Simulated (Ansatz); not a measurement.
**OF (SMILES [O]F) at RPA@PBE/STO-3G**

Aim: the electronic atomisation energy of OF at RPA@PBE/STO-3G, from 3 runs. 

Program for the calculation: Ansatz 0.2.0.

43 further runs of the same task are left out: 6 that didn't finish, 37 set aside as unsound or not needed.

**1. The structure to begin with**

OF has 2 atoms, charge 0, and is taken as a doublet. SMILES: `[O]F`. The shape is that of a GFN2-xTB optimisation.

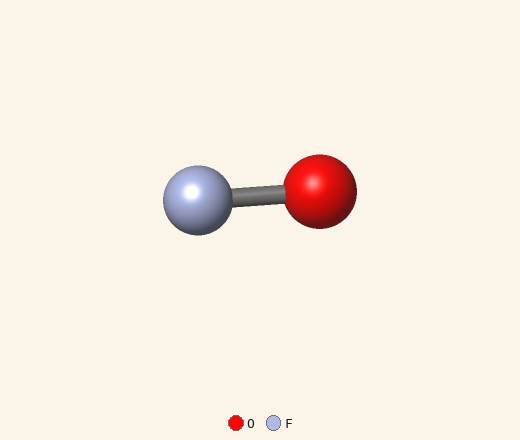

The structure, seen from a chosen angle (oxygen red, fluorine light blue).

**2. The energy at RPA@PBE/STO-3G**

input.yaml reads:

```yaml
crystal:
  periodic: [false, false, false]
  atoms:
    - {symbol: O, position_ang: [0.000000, 0.000000, 0.000000]}
    - {symbol: F, position_ang: [0.000000, 0.000000, 1.298450]}
basis:
  gaussian:
    orbitals: STO-3G
accuracy: high
magnetization:
  spin_polarized: true
  initial_magnetization: 1
correlation:
  method: rpa
  frozen_orbitals: {F: 1, O: 1}
total_charge: 0
hamiltonian:
  xc: {name: PBE}
```

Run with:

```console
$ ansatz run input.yaml --threads 1 --pin off --max-ram 2610MiB --events-out events.jsonl --progress --plain --runs-dir runs
```

Output:

```text
Warning: RAYON_NUM_THREADS=1 ignored (pool sized by the plan → 1); use --threads N
Functional definition: PBE
  name "PBE"
  parameter kappa = 0.804
  parameter beta = 0.06672455060314922
  exchange = pbe_x(kappa = kappa, mu = beta*pi^2/3)
  correlation = pbe_c(beta = beta)
149 factors; integrals over basis functions are off by at most 4.4e-8 eV
mean field evaluation 1: about -4685.9074 eV, gradient 1.8e1 eV
mean field evaluation 2: about -4685.8648 eV, gradient 1.8e1 eV
mean field evaluation 4: about -4687.8780 eV, gradient 2.8e0 eV
mean field evaluation 8: about -4687.9249 eV, gradient 7.1e-2 eV
mean field evaluation 16: about -4687.9250 eV, gradient 9.4e-8 eV
mean field -4687.92497773 eV, -172.2780653420 hartree, gradient 2.6e-9 eV, S^2 0.750308; 2 other end points of the search recorded, 0 dependent functions left out
2 core orbitals not correlated: weight in the atoms' cores, before any rotation towards them, 1.000 or more for the frozen orbitals, at most 0.000 for the correlated occupied ones
reference -4674.29209594 eV, -171.7770661768 hartree; 7, 6 occupied and 1, 2 virtual orbitals, 149 factors
Total energy: -4678.02996505 eV, -171.9144303330 hartree
```

Run time: 0.93 s. Hardware: 1 thread of Arm Neoverse V1, shared host; peak memory 0.091 GiB.

**3. The F atom**

input.yaml reads:

```yaml
crystal:
  periodic: [false, false, false]
  atoms:
    - {symbol: F, position_ang: [0.000000, 0.000000, 0.000000]}
basis:
  gaussian: {orbitals: STO-3G}
magnetization: {spin_polarized: true, initial_magnetization: 1}
hamiltonian: {xc: {name: PBE}}
correlation: {method: rpa, frozen_orbitals: {F: 1}}
accuracy: high
```

Run the same way, it converges to -98.01752 Eh (log not shown).

**4. The O atom, same level**

molecule.yaml reads:

```yaml
basis:
  gaussian:
    orbitals: STO-3G
crystal:
  periodic: [false, false, false]
  atoms:
    - {symbol: O, position_ang: [0.000000, 0.000000, 0.000000]}
magnetization:
  spin_polarized: true
  initial_magnetization: 2
hamiltonian:
  xc: pbe
correlation:
  method: rpa
  frozen_orbitals: {O: 1}
accuracy: high
```

Run the same way, it converges to -73.83858 Eh (log not shown).

**5. Results**

Level: RPA@PBE/STO-3G, 2 core orbitals frozen.

```
                                   quantity          value
                     molecule: total energy  -171.91443 Eh
 molecule: RPA correlation energy (valence)     -137.4 mEh
molecule: ⟨S²⟩ of the reference determinant          0.750
                       F atom: total energy   -98.01752 Eh
   F atom: RPA correlation energy (valence)      -31.0 mEh
  F atom: ⟨S²⟩ of the reference determinant          0.750
                       O atom: total energy   -73.83858 Eh
   O atom: RPA correlation energy (valence)      -34.4 mEh
  O atom: ⟨S²⟩ of the reference determinant          2.000
              electronic atomisation energy       1.587 eV
```

In words: Taking the molecule apart into free atoms costs 1.59 eV (153 kJ/mol), before zero-point energy and without spin-orbit coupling. In a minimal basis such a difference can be off by several eV, whatever the method.
